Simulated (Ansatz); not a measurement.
**What do other settings change for Σ3 (111)[11-2] symmetric tilt boundary in Li (132 atoms)?**

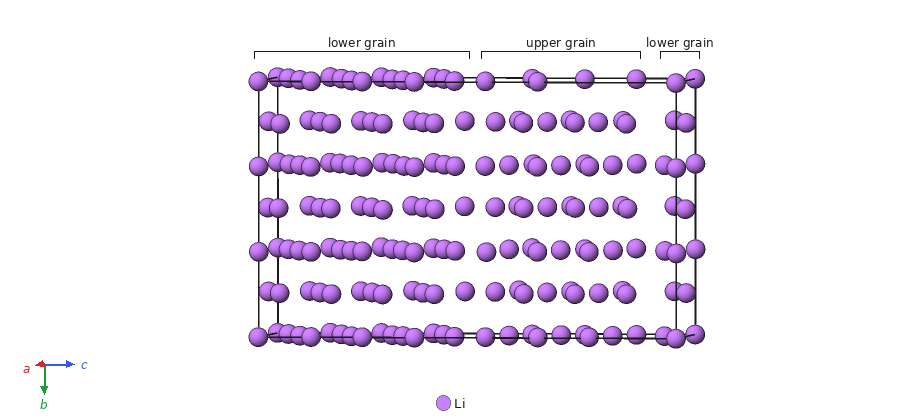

The cell (lithium purple). Some periodic images of atoms are drawn too.

The cell holds 132 atoms: 132 Li. Its edges and angles: a = 8.598 Å, b = 14.892 Å, c = 24.518 Å, α = 90.0°, β = 90.0°, γ = 90.0°. It derives from Li (bcc). Bcc Li (a = 3.51 Å); two grains mirrored in (111), tilt axis [11-2]; 1 x 3 boundary periods, 4 lattice periods a grain, two boundaries a cell, upper grain shifted by [0.795, 0.163] of the boundary cell and opened by 0.1 Å, one atom of each pair nearer than 2.28 Å removed; not relaxed, displaced by a Gaussian of 0.02 Å. Regions: lower grain, 72 atoms (72 Li); upper grain, 60 atoms (60 Li).

Geometry: as built.

Reference run: Kohn-Sham DFT, PBE, PAW (set soft_2), plane waves (Ansatz 0.2.0), cutoff 750 eV, k-mesh 2×1×1, fermi-dirac smearing of 0.1 eV.

```
r.m.s. force component                           : 0.08353 eV/Å
spacing of highest filled and lowest empty level : 0.0507 eV
SCF cycles                                       : 8
time                                             : 63 s on 8 threads of Arm Neoverse V2, shared host
```

Variants, in no order:
A. support functions medium, spacing 0.296 Å (grid laid 0.287 Å)
B. support functions medium, spacing 0.463 Å (grid laid 0.454 Å)
C. support functions medium
D. support functions medium, spacing 0.386 Å (grid laid 0.358 Å)
E. support functions medium, spacing 0.334 Å (grid laid 0.310 Å)

Q: Order the variants from the smallest to the largest r.m.s. change of the forces.

C, A, E, D, B.

| variant | Δ force, r.m.s. (meV/Å) | share of r.m.s. force (%) | time over the reference's |
| --- | --- | --- | --- |
| C. support functions medium | 1.83 | 2.19 | 1.2 |
| A. support functions medium, spacing 0.296 Å (grid laid 0.287 Å) | 3.15 | 3.77 | 0.80 |
| E. support functions medium, spacing 0.334 Å (grid laid 0.310 Å) | 6.95 | 8.32 | 0.74 |
| D. support functions medium, spacing 0.386 Å (grid laid 0.358 Å) | 37.8 | 45.2 | 0.67 |
| B. support functions medium, spacing 0.463 Å (grid laid 0.454 Å) | 364 | 436 | 0.74 |

[Logs are printed without paths, hosts, clocks, repeated set-up lines and the standing remarks that a program may print on its own settings, such as how far it seeks lower states.]

[Hosts, paths, dates, database ids (printed as entryN), source tags and the programs' standing remarks are cut or masked in the printed files.]
